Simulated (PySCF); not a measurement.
```xyz
17

C     3.0926    0.4042    0.4658
S     1.6972   -0.4525    1.2646
Si    0.2980   -0.4938   -0.3581
C    -0.4948    1.1792   -0.7870
C    -1.9564    0.9051   -0.5421
C    -2.3378   -0.2937   -0.0766
C    -1.2984   -1.3496    0.1970
H     3.4606   -0.1573   -0.4048
H     2.8203    1.4247    0.1606
H     3.8970    0.4656    1.2111
H     0.9583   -1.1217   -1.5466
H    -0.3039    1.4971   -1.8263
H    -0.1236    1.9923   -0.1386
H    -2.6963    1.6891   -0.7398
H    -3.3948   -0.5107    0.1147
H    -1.2729   -1.6284    1.2652
H    -1.4971   -2.2822   -0.3578
```

Geometry: PBE0-D3(BJ)/def2-SVP.

All numbers below come from PySCF 2.14.0, PBE0/pcSseg-1, SCF density, gas phase, non-relativistic.

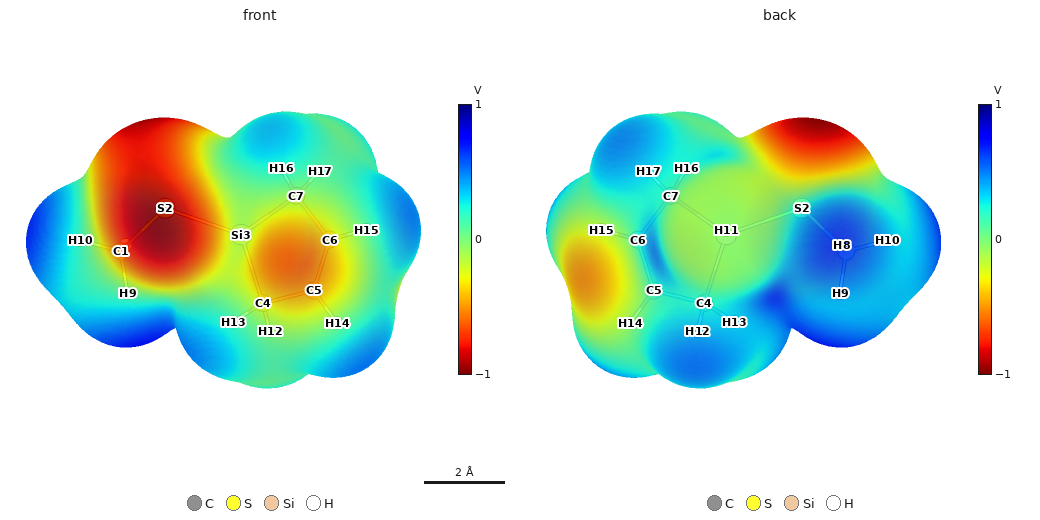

C5H10SSi (SMILES CS[SiH]1CC=CC1). The molecular electrostatic potential painted on the density surface at 0.001 e/bohr³, seen from the front and from behind; red is negative and blue positive.

Where is the surface potential most negative and most positive?

Answer. The most negative region (about −0.9 V) lies over S2, the most positive (about +0.7 V) over Si3, H9 and H10.
